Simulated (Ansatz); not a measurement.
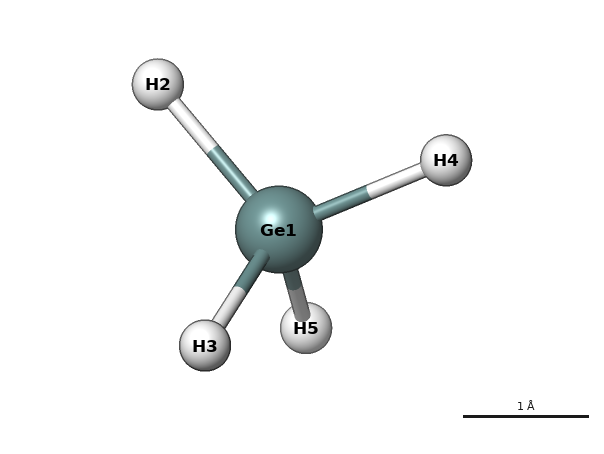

(Drawn from a calculation with Ansatz.)

The view is orthographic, and the bar gives the scale. Geometry: moved along internal coordinates away from the minimum.

Reconstruct the coordinates (Å) as seen: x to the right, y up, z towards the viewer, origin at the mean of the atomic positions.

```xyz
5
GeH4
Ge   0.00   0.00   0.00
H   -0.97   1.16  -0.26
H   -0.59  -0.93   1.07
H    1.34   0.55   0.49
H    0.22  -0.79  -1.30
```
